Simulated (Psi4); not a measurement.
**UMP2/6-311+G(d,p) (density fitting with cc-pvdz-jkfit, density fitting for correlation, sweep point 2) run of BH2O (SMILES B[O])**

Aim: the vertical ionisation energy of BH2O at UMP2/6-311+G** (density fitting with cc-pvdz-jkfit, density fitting for correlation, sweep point 2), from 2 runs. The job is set up through a Python script.

The results are computed with Psi4 1.11.

2 further runs of the same task are left out: 2 set aside as unsound or not needed.

## 1. Starting point

The species is BH2O (4 atoms), meant as a doublet with charge 0. As SMILES, `B[O]`. The coordinates come from a PBE0-D4/def2-TZVP relaxation.

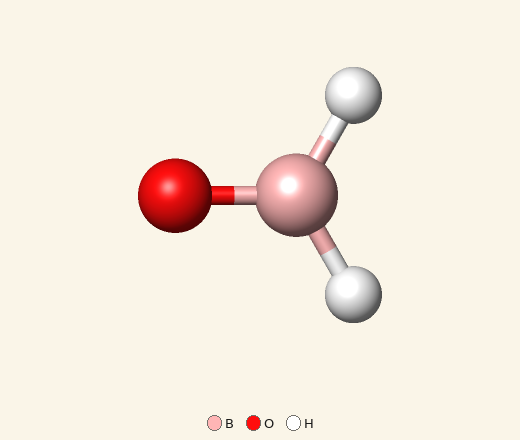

Viewed from a chosen angle; boron pink, oxygen red, hydrogen white.

## 2. The energy at UMP2/6-311+G(d,p) (density fitting with cc-pvdz-jkfit, density fitting for correlation, sweep point 2)

The input, calc.py:

```python
import psi4

psi4.set_memory(1600000000)
psi4.set_num_threads(1)
psi4.core.set_output_file('psi4.out', False)

m = psi4.geometry("""
0 2
B     -0.001100    -0.010300    -0.015100
O      1.025300    -0.340800     0.676900
H     -1.052600    -0.587700     0.151600
H      0.083900     0.878500    -0.833600
symmetry c1
""")

psi4.set_options({
    'basis': '6-311+G**',
    'reference': 'uhf',
    'puream': True,
    'scf_type': 'df',
    'num_frozen_docc': 2,
    'df_basis_scf': 'cc-pvdz-jkfit',
    'maxiter': 100,
})

e, wfn = psi4.energy('mp2', return_wfn=True)
print(f'total energy {e:.8f} hartree = {e * 27.211386:.5f} eV')
```

Run with:

```sh
$ python calc.py
```

psi4.out:

```text
[...]
  Running in c1 symmetry.
[...]
  Nuclear repulsion =   25.066185915136671
[...]
  Multiplicity = 2
[...]
  Nalpha       = 8
  Nbeta        = 7
[...]
    Number of basis functions: 56
[...]
   @DF-UHF iter   1:  -100.55403696326783   -8.87955e-01   8.85140e-03 DIIS/ADIIS
[...]
   @DF-UHF iter  15:  -100.72912549271516   -4.40536e-12   6.23449e-09 DIIS
[...]
   @S^2 Observed:                7.682039997E-01
[...]
    Orbital Energies [Eh]
    ---------------------
    Alpha Occupied:
       1A    -20.653892     2A     -7.628720     3A     -1.434015
       4A     -0.738402     5A     -0.719073     6A     -0.616924
       7A     -0.604792     8A     -0.482912
    Alpha Virtual:
       9A      0.058241    10A      0.064768    11A      0.074744
      12A      0.077488    13A      0.159827    14A      0.234476
      15A      0.263081    16A      0.271020    17A      0.288317
      18A      0.311700    19A      0.316971    20A      0.359832
      21A      0.489581    22A      0.540399    23A      0.547297
      24A      0.692987    25A      0.726421    26A      0.884783
[...]
  @DF-UHF Final Energy:  -100.72912549271516
   => Energetics <=
    Nuclear Repulsion Energy =             25.0661859151366713
    One-Electron Energy =                -186.8254001501084360
    Two-Electron Energy =                  61.0300887422565950
    Total Energy =                       -100.7291254927151556
  UHF NO Occupations:
  HONO-2 :    6  A 1.9972232
  HONO-1 :    7  A 1.9962057
[...]
 Multipole Moments:
 ------------------------------------------------------------------------------------
     Multipole            Electronic (a.u.)      Nuclear  (a.u.)        Total (a.u.)
 ------------------------------------------------------------------------------------
 L = 1.  Multiply by 2.5417464519 to convert [e a0] to [Debye]
 Dipole X            :          1.0591331           -1.3939566           -0.3348235
 Dipole Y            :         -0.3412920            0.4490229            0.1077309
 Dipole Z            :          0.7143155           -0.9399742           -0.2256588
 Magnitude           :                                                    0.4178931
[...]
```

On the terminal:

```text
total energy -100.97986848 hartree = -2747.80218 eV
```

It took 2.7 s on 1 thread of Intel Xeon Platinum 8259CL at 2.50GHz (Skylake/Cascade Lake), shared host; peak memory 0.19 GiB.

## 3. The singlet cation

The input, bh2o.py:

```python
import psi4

psi4.set_memory('1600 MB')
psi4.set_num_threads(1)
psi4.core.set_output_file('run.log', False)

m = psi4.geometry("""
1 1
B     -0.001100    -0.010300    -0.015100
O      1.025300    -0.340800     0.676900
H     -1.052600    -0.587700     0.151600
H      0.083900     0.878500    -0.833600
units angstrom
symmetry c1
""")

options = {'basis': '6-311+G**', 'reference': 'rhf', 'puream': True, 'scf_type': 'df', 'num_frozen_docc': 2, 'df_basis_scf': 'cc-pvdz-jkfit'}
psi4.set_options(options)

e_tot = psi4.energy("mp2", molecule=m)
print(f'total energy {e_tot:.8f} hartree = {e_tot * 27.211386:.5f} eV')
```

Run with:

```sh
$ python bh2o.py
```

run.log:

```text
[...]
  Running in c1 symmetry.
[...]
  Nuclear repulsion =   25.066185915136671
[...]
  Multiplicity = 1
[...]
  Nalpha       = 7
  Nbeta        = 7
[...]
    Number of basis functions: 56
[...]
   @DF-RHF iter   1:  -100.09541358953263   -4.29332e-01   7.55446e-03 DIIS/ADIIS
[...]
   @DF-RHF iter  11:  -100.25324131969559   -2.28795e-12   8.43010e-09 DIIS
[...]
    Orbital Energies [Eh]
    ---------------------
    Doubly Occupied:
       1A    -21.075567     2A     -7.970235     3A     -1.732544
       4A     -1.079898     5A     -0.960985     6A     -0.927752
       7A     -0.868917
[...]
  @DF-RHF Final Energy:  -100.25324131969559
   => Energetics <=
    Nuclear Repulsion Energy =             25.0661859151366713
    One-Electron Energy =                -181.4070598748107841
    Two-Electron Energy =                  56.0876326399785370
    Total Energy =                       -100.2532413196955901
[...]
 Multipole Moments:
 ------------------------------------------------------------------------------------
     Multipole            Electronic (a.u.)      Nuclear  (a.u.)        Total (a.u.)
 ------------------------------------------------------------------------------------
 L = 1.  Multiply by 2.5417464519 to convert [e a0] to [Debye]
 Dipole X            :          0.3748286           -1.3939566           -1.0191280
 Dipole Y            :         -0.1207251            0.4490229            0.3282978
 Dipole Z            :          0.2527434           -0.9399742           -0.6872308
 Magnitude           :                                                    1.2722765
[...]
```

The script printed:

```text
total energy -100.52947788 hartree = -2735.54643 eV
```

It took 2.4 s on 1 thread of Intel Xeon Platinum 8259CL at 2.50GHz (Skylake/Cascade Lake), shared host; peak memory 0.19 GiB.

## 4. Results

Level: UMP2/6-311+G** (density fitting with cc-pvdz-jkfit, density fitting for correlation, sweep point 2), 2 core orbitals frozen.

```
                                                                quantity          value
                                              doublet BH2O: total energy  -100.97987 Eh
doublet BH2O: HOMO energy (Hartree–Fock orbitals) (highest over α and β)      -13.14 eV
 doublet BH2O: LUMO energy (Hartree–Fock orbitals) (lowest over α and β)        1.37 eV
               doublet BH2O: correlation energy (2 core orbitals frozen)     -250.7 mEh
                         doublet BH2O: ⟨S²⟩ of the reference determinant          0.768
                                            singlet cation: total energy  -100.52948 Eh
                     singlet cation: HOMO energy (Hartree–Fock orbitals)      -23.64 eV
                     singlet cation: LUMO energy (Hartree–Fock orbitals)      -10.74 eV
                   singlet cation: HOMO–LUMO gap (Hartree–Fock orbitals)       12.90 eV
             singlet cation: correlation energy (2 core orbitals frozen)     -276.2 mEh
                      vertical ionisation energy (to the singlet cation)      12.256 eV
```

In words: Removing an electron at fixed nuclei costs 12.26 eV (283 kcal/mol). Only the singlet of the ionised species was computed; a triplet could lie lower.
